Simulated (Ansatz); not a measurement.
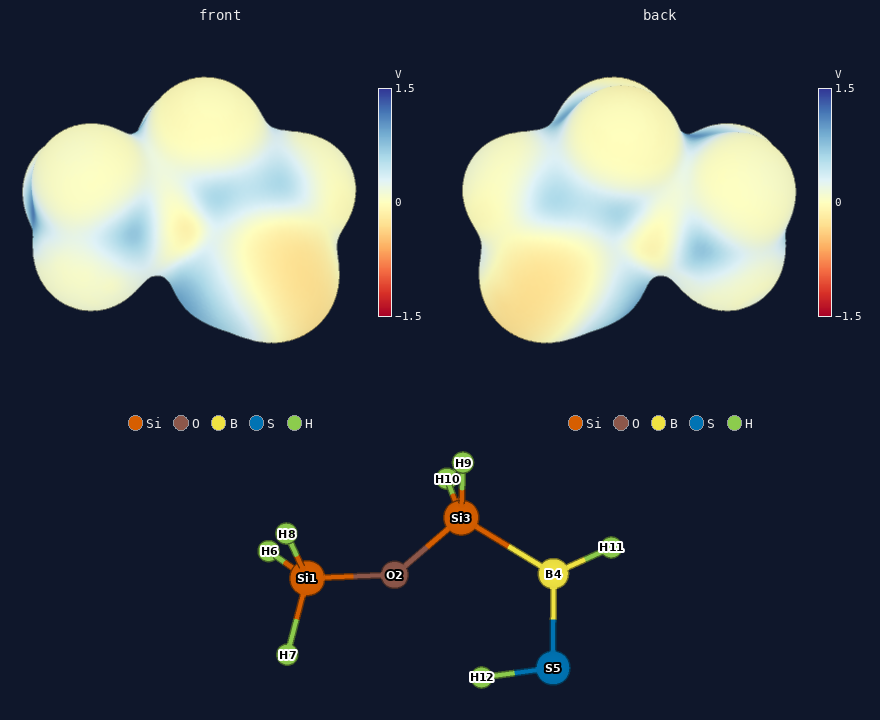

Figure. BH7OSSi2. The molecular electrostatic potential painted on the density surface at 0.001 e/bohr³, seen from the front and from behind; the colour scale runs from red (negative) to blue (positive). The bare structure is drawn below in the same view.

Geometry: PBE0-D4/def2-TZVP.

Computed with Ansatz 0.2.0, RKS PBE0-D4/def2-TZVPP.

Input file:

```
crystal:
  periodic: [false, false, false]
  atoms:
    - {symbol: Si, position_ang: [-1.232624, 0.661499, 1.737748]}
    - {symbol: O, position_ang: [-0.384547, 0.140005, 0.438451]}
    - {symbol: Si, position_ang: [1.085497, 0.283331, -0.298925]}
    - {symbol: B, position_ang: [1.087565, -0.885312, -1.921020]}
    - {symbol: S, position_ang: [-0.334609, -1.834272, -2.336942]}
    - {symbol: H, position_ang: [-1.404678, 2.137156, 1.685801]}
    - {symbol: H, position_ang: [-2.562003, 0.003921, 1.705685]}
    - {symbol: H, position_ang: [-0.527233, 0.300375, 2.995543]}
    - {symbol: H, position_ang: [2.154285, -0.112258, 0.664026]}
    - {symbol: H, position_ang: [1.315906, 1.714180, -0.653223]}
    - {symbol: H, position_ang: [2.012758, -1.001006, -2.666962]}
    - {symbol: H, position_ang: [-1.133418, -1.462717, -1.316284]}
basis:
  gaussian: {orbitals: def2-TZVPP}
hamiltonian: {xc: pbe0, dispersion: d4}
output: {orbitals: {seedname: orbitals}}
```

Run with:

```sh
ansatz run in.yaml --threads 4 --pin off --events-out ev --progress --plain --max-ram 10444MiB
```

Question: Where is the surface potential most negative and most positive?

Answer: The most negative region (about −0.3 V) lies over S5, the most positive (about +1.0 V) over Si1 and Si3.
